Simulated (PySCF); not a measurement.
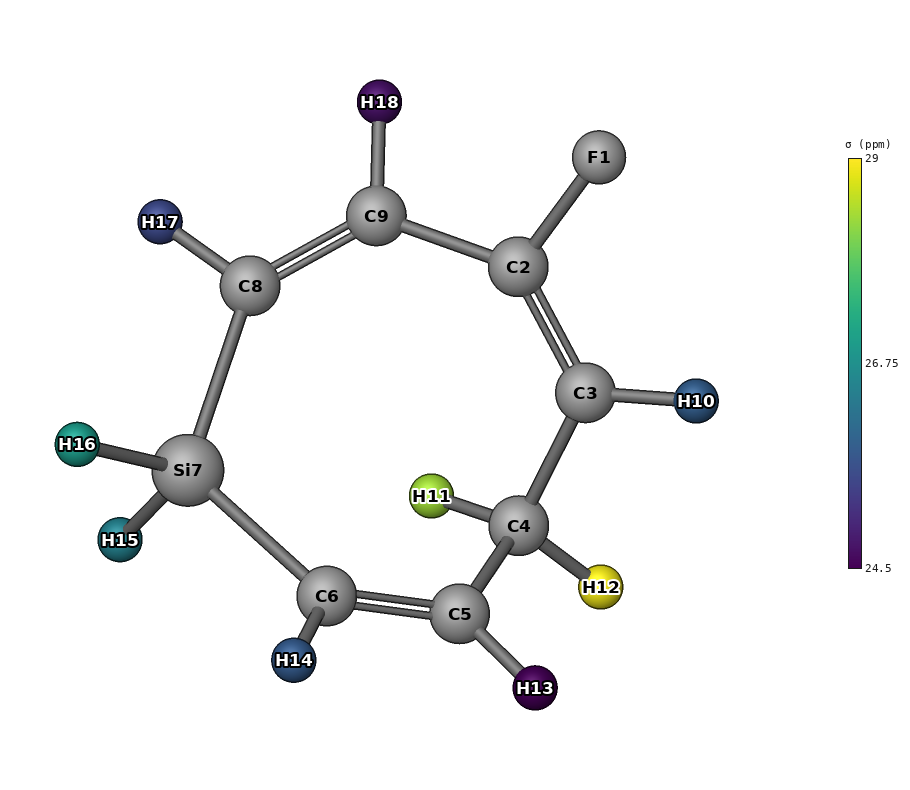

Atoms are coloured by their isotropic NMR shieldings (H only, the others grey). The geometry was computed by an optimisation with GFN2-xTB. No frequency run is at hand to confirm it as a minimum. Level of theory: GIAO PBE0/pcSseg-1 NMR shielding, non-relativistic, gas phase (PySCF 2.14.0).

List the isotropic NMR shieldings of the H atoms.

| atom | σ (ppm) |
| --- | --- |
| H10 | 25.85 |
| H11 | 28.36 |
| H12 | 28.89 |
| H13 | 24.53 |
| H14 | 25.79 |
| H15 | 26.48 |
| H16 | 26.96 |
| H17 | 25.50 |
| H18 | 24.73 |

The geometry is semi-empirical. Around Si such bond lengths and angles can be off by a tenth of an ångström or more and by several degrees, and values that hang on the shape move with them.
